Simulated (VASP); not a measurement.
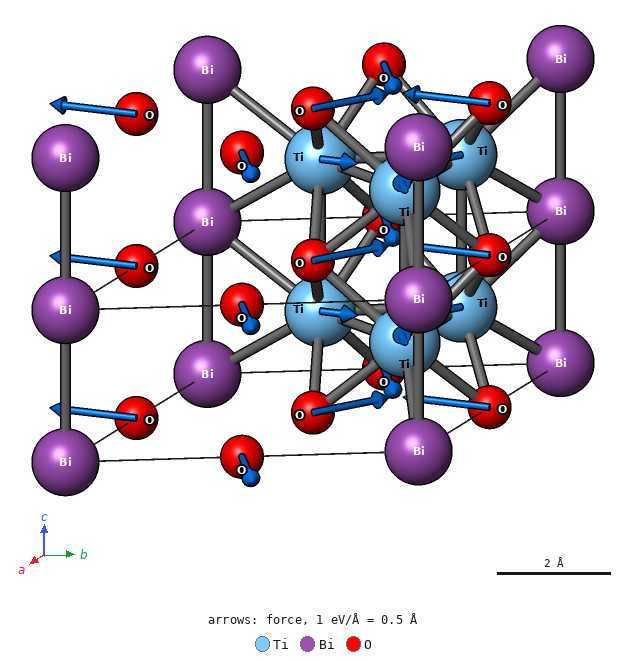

Starting geometry of crystalline Ti$_{3}$BiO$_{3}$ (a generated structure, set up in P-6m2) with the computed forces as blue arrows. The picture is a ball-and-stick view of the cell of the calculation, repeated 1 × 1 × 2 with one cell outlined, seen slightly off an axis.

The run lets cell and atoms move.

All numbers below come from Kohn-Sham DFT of a periodic cell, PBE, VASP PAW PBE potentials, recommended in VASP.

Input file:
```
SYSTEM = Ti3BiO3
PREC = Normal
ENCUT = 520
EDIFF = 1E-4
ISMEAR = 0
SIGMA = 0.15
LREAL = .False.
LASPH = .True.
NELM = 60
ALGO = Fast
ISIF = 3
LWAVE = .False.
LCHARG = .False.
GGA = PE
IBRION = 2
NSW = 24
EDIFFG = -0.08
```

Run as
```bash
cat potpaw_PBE.64/Ti_sv/POTCAR potpaw_PBE.64/Bi_d/POTCAR potpaw_PBE.64/O/POTCAR > POTCAR
mpirun -np 1 vasp_std > vasp.out
```

Q: What follows when this structure is relaxed?

A: It isn't relaxed: the largest force vector, on O atoms, is 3.38 eV/Å. The atoms end up moving mostly along the starting forces (cosine between the two patterns 0.99). Over 11 geometry steps the energy falls by 617 meV per atom. The largest force component goes from 3.4 to 0.062 eV/Å. The pressure goes from 17.38 to 0.47 GPa. The largest moves relative to the cell, 0.55 Å, are those of O atoms. Largest moves by element: O 0.55 Å, Ti 0.16 Å. Bi stays in place. The volume changes by +31.3 %, with a = b 6.300 → 7.168 Å (+13.8 %), c 2.800 → 2.840 Å (+1.4 %). Some distances before and after: Bi–Ti 2.593 → 2.999 Å, O–Ti 2.177 → 2.070 Å, Ti–Ti 2.520 → 2.592 Å, Ti–Ti 2.800 → 2.840 Å. Bond angles that change, for instance: Ti–O–Ti 119.8° → 136.5°, Ti–O–Ti 70.7° → 77.5°, Ti–O–Ti 80.1° → 86.6°. The space group stays P-6m2 (No. 187). The volume changes by over a tenth within one run on a fixed set of plane waves, so the end point should be relaxed again from the new cell. It ran on 1 thread of Intel(R) Xeon(R) Platinum 8488C (Sapphire Rapids), with other jobs on the host.

Limits of the set-up: an element that often carries a moment was run without spin polarisation.
